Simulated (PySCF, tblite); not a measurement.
# C5H9Cl3OSi: geometry, infrared bands and NMR shifts

Aim: predict the infrared bands and NMR shifts of C5H9Cl3OSi (`C[C@H](Cl)/C(=C\O[SiH3])C(Cl)Cl`).

Computed with tblite 0.8.0 and PySCF 2.14.0, with density-fitted response routines of our own, on a single molecule in the gas phase. Atoms are numbered from 0 throughout.

## 1. The molecule as given

19 atoms, charge 0, multiplicity 1; geometry from: force field or distance geometry start.

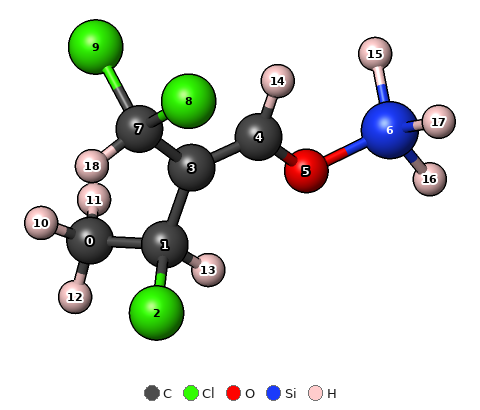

As it starts; carbon dark grey, chlorine green, oxygen red, silicon blue, hydrogen pink, atoms numbered.

## 2. Geometry optimisation with GFN2-xTB

The job: settings as JSON, then the geometry in Å.

```
{"job": {"kind": "relax", "xc": "GFN2-xTB", "basis": "xTB"}, "charge": 0, "multiplicity": 1}
C     -1.690300    -1.889900    -0.015300
C     -0.823400    -0.948000     0.800700
Cl    -1.560500    -0.667700     2.413900
C     -0.539500     0.376600     0.117700
C      0.715100     0.736100    -0.196700
O      1.808900    -0.044800     0.048700
Si     3.348500     0.479400    -0.343800
C     -1.730600     1.243400    -0.176600
Cl    -1.516300     2.899000     0.424700
Cl    -2.038400     1.266700    -1.935700
H     -2.707100    -1.483700    -0.174200
H     -1.256300    -2.076300    -0.995800
H     -1.814200    -2.854300     0.496100
H      0.116300    -1.486500     1.026800
H      0.922100     1.688300    -0.701800
H      3.422600     0.735200    -1.787900
H      4.338000    -0.562300     0.034100
H      3.648700     1.728800     0.387300
H     -2.653500     0.869100     0.288000
```

Command:

```console
$ OMP_NUM_THREADS=1 python probes_run.py task.json out
```

This one command runs all jobs of the session in turn.

**Question.** This job is followed by: GFN2-xTB harmonic vibrations, gas phase; GIAO PBE0/pcSseg-1 NMR shielding, non-relativistic, gas phase. What will the session give for the following? strongest single infrared mode (GFN2-xTB); zero-point energy (GFN2-xTB); ¹³C shifts against TMS (PBE0/pcSseg-1); ¹H shifts against TMS (PBE0/pcSseg-1, means over atoms taken as alike); ³⁵Cl shifts against HCl (PBE0/pcSseg-1); ¹⁷O shifts against H2O (PBE0/pcSseg-1); ²⁹Si shifts against TMS (PBE0/pcSseg-1).

The runs gave:

```
                                                              quantity                               value
                             strongest single infrared mode (GFN2-xTB)                820 cm⁻¹, 431 km/mol
                                          zero-point energy (GFN2-xTB)                       78.4 kcal/mol
                                ¹³C shifts against TMS (PBE0/pcSseg-1)  153.9, 136.1, 80.3, 57.3, 27.9 ppm
¹H shifts against TMS (PBE0/pcSseg-1, means over atoms taken as alike)    7.35, 6.66, 5.47, 5.10, 1.58 ppm
                               ³⁵Cl shifts against HCl (PBE0/pcSseg-1)                   370, 308, 182 ppm
                                ¹⁷O shifts against H2O (PBE0/pcSseg-1)                            98.5 ppm
                               ²⁹Si shifts against TMS (PBE0/pcSseg-1)                           -30.6 ppm
```

Over 79 steps the energy fell by 0.209 eV; of the close pairs, C4–O5 changed most, 1.366 to 1.331 Å. All 51 modes are real, so the xTB geometry is a minimum. The strongest single mode, at 820 cm⁻¹, has its largest shares on Si6, O5, H15 and H17 (the list is cut at 4 atoms). Unscaled tight-binding wavenumbers are off by several per cent, some by more. Its intensities can rank the bands wrongly. C7 stands next to heavy halogen, whose spin-orbit shielding this run leaves out, so the computed shift lies too far downfield, most of all for carbon beside Br or I. C4 (alkene carbon bearing oxygen) lies farthest downfield among carbon, at 153.9 ppm; an sp2 carbon further deshielded by the attached heteroatom. The most deshielded hydrogen is H14 (hydrogen on an alkene carbon bearing oxygen), at 7.35 ppm: olefinic region.
